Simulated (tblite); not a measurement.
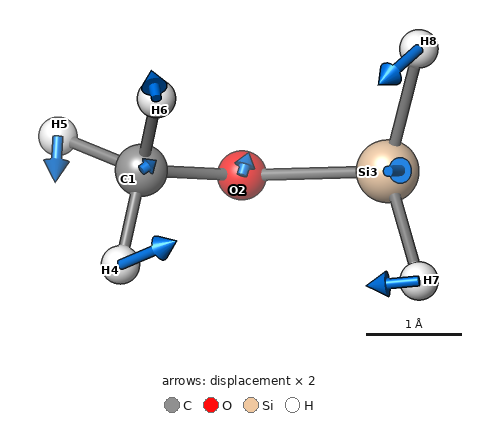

This is a relaxation of CH5OSi (charge −1). The starting structure is drawn; blue arrows show the displacements, magnified 2 times. The two geometries are superimposed by the best rigid fit.

The picture is a ball-and-stick view, seen face on.

Method: GFN2-xTB geometry optimisation, gas phase (tblite 0.8.0). 

> Which element moves most?

Hydrogen: up to 0.39 Å, against 0.26 Å for silicon.

> What happened in the run?

H4 moves most after the best rigid fit: 0.39 Å. By element the largest moves are H 0.39 Å, Si 0.26 Å, O 0.14 Å, C 0.11 Å. Some distances before and after: Si3–H7 1.437 → 1.526 Å, Si3–H8 1.458 → 1.527 Å, C1–O2 1.389 → 1.356 Å, C1–H4 1.084 → 1.107 Å. Bond angles that change, for instance: H7–Si3–H8 115.7° → 96.6°, O2–Si3–H7 115.4° → 101.0°, O2–Si3–H8 113.9° → 101.0°. Groups turn about C1–O2 by about 20°. The energy falls by 67.7 kJ/mol in 57 geometry steps. The run took 0.22 s on 1 thread of Intel(R) Xeon(R) Processor, with other jobs on the host.
